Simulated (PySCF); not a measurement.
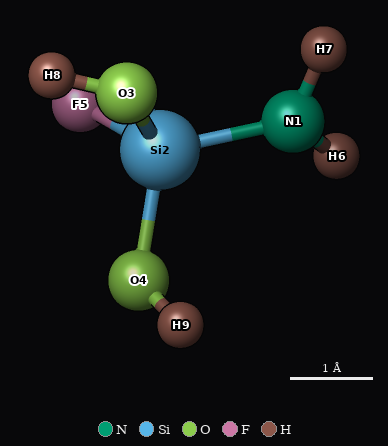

*The structure (ball-and-stick view, seen at a tilt; atoms are numbered from 1 in the order of the input).*

**Run report: SiNH4O2F, property calculation**

System: SiNH4O2F.
Method: TPSSh/def2-TZVP, RKS (PySCF 2.14.0).

The geometry comes from this level: PBE0-D4/def2-TZVP.

Log
```
PySCF version 2.14.0

[INPUT] num. atoms = 9
[INPUT] num. electrons = 50
[INPUT] charge = 0
[INPUT] spin (= nelec alpha-beta = 2S) = 0
[INPUT] symmetry False subgroup None
[INPUT] Mole.unit = angstrom
[INPUT] Symbol           X                Y                Z      unit          X                Y                Z       unit  Magmom
[INPUT]  1 N     -0.604600000000   0.416500000000  -1.168500000000 AA   -1.142528414912   0.787070930881  -2.208144976554 Bohr   0.0
[INPUT]  2 Si     0.279400000000   0.083100000000   0.229100000000 AA    0.527989479203   0.157036240951   0.432936255138 Bohr   0.0
[INPUT]  3 O      0.807700000000  -1.448100000000   0.051700000000 AA    1.526331790811  -2.736512400983   0.097698840640 Bohr   0.0
[INPUT]  4 O     -0.615900000000   0.372400000000   1.559000000000 AA   -1.163882320120   0.703734008788   2.946083028197 Bohr   0.0
[INPUT]  5 F      1.555000000000   1.005700000000   0.473300000000 AA    2.938524123699   1.900497563475   0.894407374757 Bohr   0.0
[INPUT]  6 H     -1.149100000000   1.257000000000  -1.257600000000 AA   -2.171484289738   2.375385738578  -2.376519574253 Bohr   0.0
[INPUT]  7 H     -0.316200000000   0.050400000000  -2.059800000000 AA   -0.597531400587   0.095242196678  -3.892457871379 Bohr   0.0
[INPUT]  8 H      1.589200000000  -1.699800000000   0.545000000000 AA    3.003152757159  -3.212156466536   1.029900737888 Bohr   0.0
[INPUT]  9 H     -1.456800000000  -0.083500000000   1.610700000000 AA   -2.752953018266  -0.157792131401   3.043781868837 Bohr   0.0

nuclear repulsion = 268.070784453058
number of shells = 73
number of NR pGTOs = 279
number of NR cGTOs = 185
basis = def2-tzvp
ecp = {}

******** <class 'pyscf.dft.rks.RKS'> ********
method = RKS
initial guess = minao
damping factor = 0
level_shift factor = 0
DIIS = <class 'pyscf.scf.diis.CDIIS'>
diis_start_cycle = 1
diis_space = 8
diis_damp = 0
SCF conv_tol = 1e-10
SCF conv_tol_grad = None
SCF max_cycles = 50
direct_scf = True
direct_scf_tol = 1e-13
XC library pyscf.dft.libxc version 7.0.0
    S. Lehtola, C. Steigemann, M. J.T. Oliveira, and M. A.L. Marques.,  SoftwareX 7, 1–5 (2018)
XC functionals = tpssh
radial grids:
    Treutler-Ahlrichs [JCP 102, 346 (1995); DOI:10.1063/1.469408] (M4) radial grids

becke partition: Becke, JCP 88, 2547 (1988); DOI:10.1063/1.454033
pruning grids: <function nwchem_prune>
grids dens level: 3
symmetrized grids: False
atomic radii adjust function: <function treutler_atomic_radii_adjust>
small_rho_cutoff = 0
Set gradient conv threshold to 1e-05
Initial guess from minao.
tot grids = 114744
init E= -597.770952039669
  HOMO = -0.335943179417612  LUMO = -0.0408904381726121  gap/eV = 8.02879
cycle= 1 E= -597.062102527937  delta_E= 0.709  |g|= 1.23  |ddm|= 2.45
  HOMO = -0.13397209493646  LUMO = 0.0367281229696337  gap/eV = 4.64499
cycle= 2 E= -596.668254706163  delta_E= 0.394  |g|= 1.93  |ddm|= 1.76
  HOMO = -0.251967234568035  LUMO = 0.00621655144980683  gap/eV = 7.02554
cycle= 3 E= -597.310146469616  delta_E= -0.642  |g|= 0.117  |ddm|= 1.22
  HOMO = -0.27226240052491  LUMO = 0.00770518922906476  gap/eV = 7.61831
cycle= 4 E= -597.311646092465  delta_E= -0.0015  |g|= 0.0798  |ddm|= 0.101
  HOMO = -0.262000483389797  LUMO = 0.00920782808141534  gap/eV = 7.37995
cycle= 5 E= -597.312797131097  delta_E= -0.00115  |g|= 0.00833  |ddm|= 0.0413
  HOMO = -0.261760538704722  LUMO = 0.00928801696288684  gap/eV = 7.37561
cycle= 6 E= -597.312808400112  delta_E= -1.13e-05  |g|= 0.00299  |ddm|= 0.00719
  HOMO = -0.262009998803597  LUMO = 0.00917891598275439  gap/eV = 7.37943
cycle= 7 E= -597.312809787952  delta_E= -1.39e-06  |g|= 0.00121  |ddm|= 0.00242
  HOMO = -0.261938097381306  LUMO = 0.0091775103084708  gap/eV = 7.37743
cycle= 8 E= -597.312810006076  delta_E= -2.18e-07  |g|= 0.000383  |ddm|= 0.000753
  HOMO = -0.261939718877269  LUMO = 0.00918389710643317  gap/eV = 7.37765
cycle= 9 E= -597.312810031595  delta_E= -2.55e-08  |g|= 4.82e-05  |ddm|= 0.000259
  HOMO = -0.261944722791297  LUMO = 0.00918337568912648  gap/eV = 7.37777
cycle= 10 E= -597.312810031798  delta_E= -2.03e-10  |g|= 3.56e-05  |ddm|= 3.77e-05
  HOMO = -0.261943627466265  LUMO = 0.0091836799109957  gap/eV = 7.37775
cycle= 11 E= -597.312810031998  delta_E= -2e-10  |g|= 4.39e-06  |ddm|= 1.83e-05
  HOMO = -0.261943600046432  LUMO = 0.00918369504044814  gap/eV = 7.37775
cycle= 12 E= -597.312810032001  delta_E= -2.96e-12  |g|= 4.44e-07  |ddm|= 2.34e-06
  HOMO = -0.261943588997145  LUMO = 0.00918366355455596  gap/eV = 7.37775
```

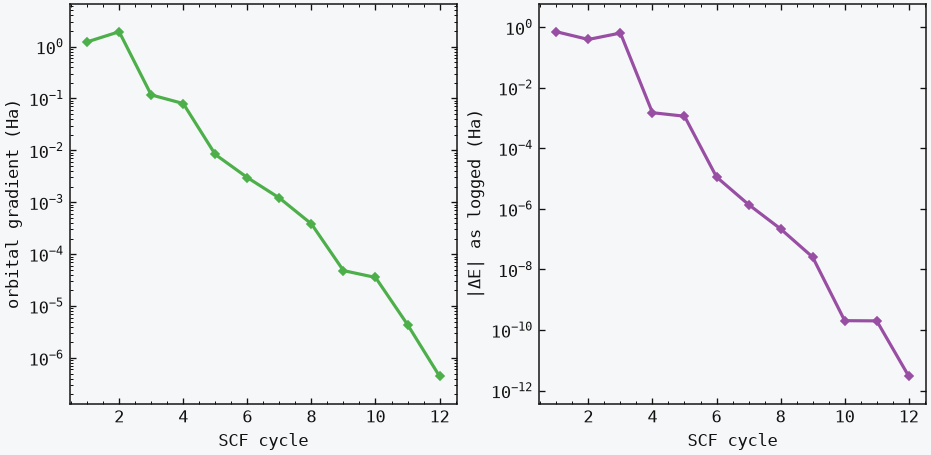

*Convergence of the self-consistent field: orbital gradient and size of the energy change against the SCF cycle.*

The residual falls almost steadily, with no more than small rises.

```
Extra cycle  E= -597.312810032002  delta_E= -1.36e-12  |g|= 5.99e-07  |ddm|= 6.24e-07
converged SCF energy = -597.312810032002
E = -597.3128100320 Eh
Dipole moment(X, Y, Z, Debye): -1.15221, -0.73035, -0.94586
 ** Mulliken pop  **
pop of  0 N 1s            0.81744
pop of  0 N 2s            1.15558
pop of  0 N 3s            0.53560
pop of  0 N 4s            0.78126
pop of  0 N 5s            0.17104
pop of  0 N 2px           0.55864
pop of  0 N 2py           0.52813
pop of  0 N 2pz           0.50191
pop of  0 N 3px           0.60466
pop of  0 N 3py           0.56585
pop of  0 N 3pz           0.53201
pop of  0 N 4px           0.37257
pop of  0 N 4py           0.28409
pop of  0 N 4pz           0.19907
pop of  0 N 3dxy          0.00090
pop of  0 N 3dyz          0.00046
pop of  0 N 3dz^2         0.00134
pop of  0 N 3dxz          0.00076
pop of  0 N 3dx2-y2       0.00036
pop of  0 N 4dxy          0.00310
pop of  0 N 4dyz          0.00119
pop of  0 N 4dz^2         0.00334
pop of  0 N 4dxz          0.00291
pop of  0 N 4dx2-y2       0.00203
pop of  0 N 4f-3          0.00017
pop of  0 N 4f-2          0.00034
pop of  0 N 4f-1          0.00045
pop of  0 N 4f+0          0.00033
pop of  0 N 4f+1          0.00037
pop of  0 N 4f+2          0.00008
pop of  0 N 4f+3          0.00068
pop of  1 Si 1s           2.00469
pop of  1 Si 2s           0.57316
pop of  1 Si 3s           1.39470
pop of  1 Si 4s           0.72268
pop of  1 Si 5s           0.10908
pop of  1 Si 2px          1.37597
pop of  1 Si 2py          1.37507
pop of  1 Si 2pz          1.37761
pop of  1 Si 3px          0.56206
pop of  1 Si 3py          0.56259
pop of  1 Si 3pz          0.56080
pop of  1 Si 4px          0.20081
pop of  1 Si 4py          0.19771
pop of  1 Si 4pz          0.21064
pop of  1 Si 5px          0.28102
pop of  1 Si 5py          0.27393
pop of  1 Si 5pz          0.29908
pop of  1 Si 6px          0.06654
pop of  1 Si 6py          0.06229
pop of  1 Si 6pz          0.06555
pop of  1 Si 3dxy         0.08951
pop of  1 Si 3dyz         0.06470
pop of  1 Si 3dz^2        0.08636
pop of  1 Si 3dxz         0.10457
pop of  1 Si 3dx2-y2      0.07956
pop of  1 Si 4dxy         0.05880
pop of  1 Si 4dyz         0.07156
pop of  1 Si 4dz^2        0.05299
pop of  1 Si 4dxz         0.06708
pop of  1 Si 4dx2-y2      0.08439
pop of  1 Si 4f-3         0.02270
pop of  1 Si 4f-2         0.03060
pop of  1 Si 4f-1         0.01865
pop of  1 Si 4f+0         0.03346
pop of  1 Si 4f+1         0.01535
pop of  1 Si 4f+2         0.02281
pop of  1 Si 4f+3         0.02863
pop of  2 O 1s            0.79250
pop of  2 O 2s            1.17922
pop of  2 O 3s            0.57970
pop of  2 O 4s            0.91565
pop of  2 O 5s            0.27052
pop of  2 O 2px           0.60975
pop of  2 O 2py           0.64412
pop of  2 O 2pz           0.66579
pop of  2 O 3px           0.62737
pop of  2 O 3py           0.65292
pop of  2 O 3pz           0.67336
pop of  2 O 4px           0.24814
pop of  2 O 4py           0.28771
pop of  2 O 4pz           0.34715
pop of  2 O 3dxy          0.00016
pop of  2 O 3dyz          0.00021
pop of  2 O 3dz^2         0.00015
pop of  2 O 3dxz          0.00070
pop of  2 O 3dx2-y2       0.00060
pop of  2 O 4dxy          0.00222
pop of  2 O 4dyz          0.00296
pop of  2 O 4dz^2         0.00159
pop of  2 O 4dxz          0.00451
pop of  2 O 4dx2-y2       0.00481
pop of  2 O 4f-3          0.00024
pop of  2 O 4f-2          0.00021
pop of  2 O 4f-1          0.00007
pop of  2 O 4f+0          0.00022
pop of  2 O 4f+1          0.00008
pop of  2 O 4f+2          0.00024
pop of  2 O 4f+3          0.00014
pop of  3 O 1s            0.79254
pop of  3 O 2s            1.17917
pop of  3 O 3s            0.58047
pop of  3 O 4s            0.91701
pop of  3 O 5s            0.26937
pop of  3 O 2px           0.58320
pop of  3 O 2py           0.66919
pop of  3 O 2pz           0.66540
pop of  3 O 3px           0.60376
pop of  3 O 3py           0.67804
pop of  3 O 3pz           0.67213
pop of  3 O 4px           0.20179
pop of  3 O 4py           0.34923
pop of  3 O 4pz           0.32171
pop of  3 O 3dxy          0.00070
pop of  3 O 3dyz          0.00021
pop of  3 O 3dz^2         0.00056
pop of  3 O 3dxz          0.00019
pop of  3 O 3dx2-y2       0.00022
pop of  3 O 4dxy          0.00451
pop of  3 O 4dyz          0.00292
pop of  3 O 4dz^2         0.00520
pop of  3 O 4dxz          0.00217
pop of  3 O 4dx2-y2       0.00139
pop of  3 O 4f-3          0.00047
pop of  3 O 4f-2          0.00011
pop of  3 O 4f-1          0.00006
pop of  3 O 4f+0          0.00007
pop of  3 O 4f+1          0.00029
pop of  3 O 4f+2          0.00011
pop of  3 O 4f+3          0.00007
pop of  4 F 1s            0.77386
pop of  4 F 2s            1.19719
pop of  4 F 3s            0.61104
pop of  4 F 4s            0.97593
pop of  4 F 5s            0.34273
pop of  4 F 2px           0.73975
pop of  4 F 2py           0.76041
pop of  4 F 2pz           0.78212
pop of  4 F 3px           0.70361
pop of  4 F 3py           0.71754
pop of  4 F 3pz           0.73480
pop of  4 F 4px           0.29108
pop of  4 F 4py           0.31774
pop of  4 F 4pz           0.34546
pop of  4 F 3dxy          0.00019
pop of  4 F 3dyz          0.00004
pop of  4 F 3dz^2         0.00007
pop of  4 F 3dxz          0.00008
pop of  4 F 3dx2-y2       0.00012
pop of  4 F 4dxy          0.00271
pop of  4 F 4dyz          0.00089
pop of  4 F 4dz^2         0.00102
pop of  4 F 4dxz          0.00159
pop of  4 F 4dx2-y2       0.00231
pop of  4 F 4f-3          0.00008
pop of  4 F 4f-2          0.00004
pop of  4 F 4f-1          0.00002
pop of  4 F 4f+0          0.00003
pop of  4 F 4f+1          0.00004
pop of  4 F 4f+2          0.00001
pop of  4 F 4f+3          0.00006
pop of  5 H 1s            0.26978
pop of  5 H 2s            0.39434
pop of  5 H 3s            0.05224
pop of  5 H 2px           0.01416
pop of  5 H 2py           0.01555
pop of  5 H 2pz           0.00738
pop of  6 H 1s            0.26934
pop of  6 H 2s            0.39262
pop of  6 H 3s            0.05233
pop of  6 H 2px           0.01117
pop of  6 H 2py           0.01039
pop of  6 H 2pz           0.01538
pop of  7 H 1s            0.25683
pop of  7 H 2s            0.32971
pop of  7 H 3s            0.03388
pop of  7 H 2px           0.01796
pop of  7 H 2py           0.01511
pop of  7 H 2pz           0.01634
pop of  8 H 1s            0.25720
pop of  8 H 2s            0.33292
pop of  8 H 3s            0.03386
pop of  8 H 2px           0.01851
pop of  8 H 2py           0.01608
pop of  8 H 2pz           0.01480
 ** Mulliken atomic charges  **
charge of    0N =     -0.62666
charge of    1Si =      0.79230
charge of    2O =     -0.51299
charge of    3O =     -0.50225
charge of    4F =     -0.30254
charge of    5H =      0.24655
charge of    6H =      0.24877
charge of    7H =      0.33017
charge of    8H =      0.32664
Traceless quadrupole moment (Debye*A):

IAO charges [-0.8941  1.7275 -0.8087 -0.8057 -0.5425  0.2808  0.2852  0.3785  0.379 ]
```

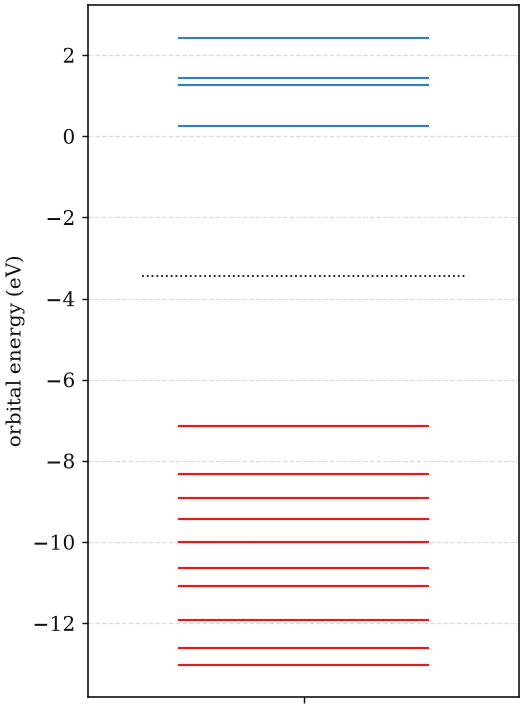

*Orbital energies near the frontier; the dotted line parts filled from empty levels, and levels within 0.02 eV of each other stand side by side.*

Highest filled −7.13 eV, lowest empty 0.25 eV, 7.38 eV apart.

The run was set up as follows.

Input file (run.py)
```python
# N[Si](O)(O)F
import numpy
from pyscf import gto, scf, dft, lo

molecule = gto.M(
    atom='''
N       -0.604600       0.416500      -1.168500
Si       0.279400       0.083100       0.229100
O        0.807700      -1.448100       0.051700
O       -0.615900       0.372400       1.559000
F        1.555000       1.005700       0.473300
H       -1.149100       1.257000      -1.257600
H       -0.316200       0.050400      -2.059800
H        1.589200      -1.699800       0.545000
H       -1.456800      -0.083500       1.610700
''',
    max_memory=1860,
    verbose=4,
    basis='def2-tzvp',
)

calc0 = dft.RKS(molecule, xc='tpssh')
calc0.conv_tol = 1e-10
calc0.grids.level = 3
calc0.kernel()
if not calc0.converged:
    calc0 = calc0.newton().run(calc0.mo_coeff, calc0.mo_occ)

etot = calc0.e_tot
print('E = %.10f Eh' % etot)
dip = calc0.dip_moment()
pop, q = calc0.mulliken_pop()
quad = calc0.quad_moment()
occ = calc0.mo_coeff[:, calc0.mo_occ > 0]
iaos = lo.vec_lowdin(lo.iao.iao(molecule, occ), calc0.get_ovlp())
c = iaos.T @ calc0.get_ovlp() @ occ
pop_iao, q_iao = scf.hf.mulliken_pop(lo.iao.reference_mol(molecule), (c * calc0.mo_occ[calc0.mo_occ > 0]) @ c.T, numpy.eye(c.shape[0]), verbose=0)
print('IAO charges', numpy.round(q_iao, 4))
```

Command:
```bash
OMP_NUM_THREADS=1 python run.py
```

Results in brief

- outcome: converged
- total energy: −597.312810 hartree
- basis functions: 185
- HOMO: −7.13 eV
- LUMO: 0.25 eV
- dipole moment: 1.66 D
- hardware: 1 thread of Arm Neoverse V1, 24 GiB of memory available, shared host
- wall time: 79 s
- peak memory: 1.8 GiB
